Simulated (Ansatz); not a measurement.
The Ansatz input:

```
crystal:
  lattice:
    - [8.5345418624, 0.0, 0.0]
    - [-2.8448472875, 8.0464432336, 0.0]
    - [0.0, 0.0, 26.1073161669]
  atoms:
    - { symbol: Ta, position: [0.1666666667, 0.1666666667, 0.3064275144] }
    - { symbol: Ta, position: [0.1666666667, 0.5, 0.3064275144] }
    - { symbol: Ta, position: [0.1666666667, 0.8333333333, 0.3064275144] }
    - { symbol: Ta, position: [0.5, 0.1666666667, 0.3064275144] }
    - { symbol: Ta, position: [0.5, 0.5, 0.3064275144] }
    - { symbol: Ta, position: [0.5, 0.8333333333, 0.3064275144] }
    - { symbol: Ta, position: [0.8333333333, 0.1666666667, 0.3064275144] }
    - { symbol: Ta, position: [0.8333333333, 0.5, 0.3064275144] }
    - { symbol: Ta, position: [0.8333333333, 0.8333333333, 0.3064275144] }
    - { symbol: Ta, position: [0.3343694003, 0.3352178072, 0.3922581052] }
    - { symbol: Ta, position: [0.3331717289, 0.6694387875, 0.3922699726] }
    - { symbol: Ta, position: [0.3318761057, 0.0028208612, 0.3925190591] }
    - { symbol: Ta, position: [0.6659470015, 0.3313424877, 0.3922657171] }
    - { symbol: Ta, position: [0.6667928858, 0.663948115, 0.3936984403] }
    - { symbol: Ta, position: [0.6650817953, -0.0015343718, 0.3921017028] }
    - { symbol: Ta, position: [4.20822e-05, 0.3331784519, 0.3920555864] }
    - { symbol: Ta, position: [-3.6083e-06, 0.6667648936, 0.3946294159] }
    - { symbol: Ta, position: [-0.0001896904, -0.0008235787, 0.3952155067] }
    - { symbol: Ta, position: [0.5047720193, 0.4995676569, 0.4801686334] }
    - { symbol: Ta, position: [0.4944357859, 0.8369614745, 0.4794506757] }
    - { symbol: Ta, position: [0.4974522804, 0.1651736953, 0.4775970319] }
    - { symbol: Ta, position: [0.8299819456, 0.4788873266, 0.485233407] }
    - { symbol: Ta, position: [0.8256161948, 0.8177539653, 0.4832148522] }
    - { symbol: Ta, position: [0.830609404, 0.1572636732, 0.4802207024] }
    - { symbol: Ta, position: [0.1702676017, 0.5064745263, 0.4800948419] }
    - { symbol: Ta, position: [0.1726318419, 0.8489310695, 0.4821162173] }
    - { symbol: Ta, position: [0.1786832704, 0.1839805047, 0.4868886509] }
basis:
  ecutwfc: 420
kpoints:
  mp_grid: { grid: [3, 3, 1] }
hamiltonian:
  xc: pbe
  dispersion: d3bj
scf:
  occupations: { method: gaussian, width: 0.1 }
output:
  forces: true
  eigenvalues: true
  write_density: true
  volumetric_format: npy
efield:
  axis: 3
  dipole_correction: true
  ramp_width: 0.04
```

Run as:
```bash
ansatz run input.yaml --threads 8 --pin off --max-ram 20480MiB --backend cpu --events-out ev --progress --plain --runs-dir out
```

What does the potential across the slab give for the work function?

The work function is 4.83 eV, the same on both faces. The two vacuum levels agree, so the slab has no net dipole along its normal. The outermost atoms are 4.7 Å apart, which leaves 21.4 Å of vacuum in a cell 26.1 Å high.

The atoms aren't at rest in this cell (largest force 1.2 eV/Å), so the relaxed material can differ. Spin-orbit coupling is left out, which matters for Ta.

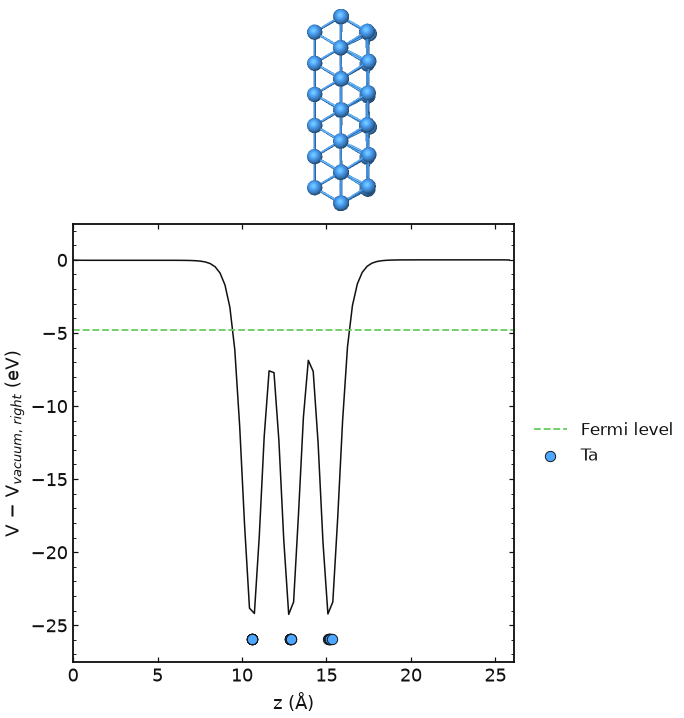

Plane-averaged electrostatic potential energy of an electron across the slab; circles at the bottom mark the heights of the atoms. The structure is drawn too.
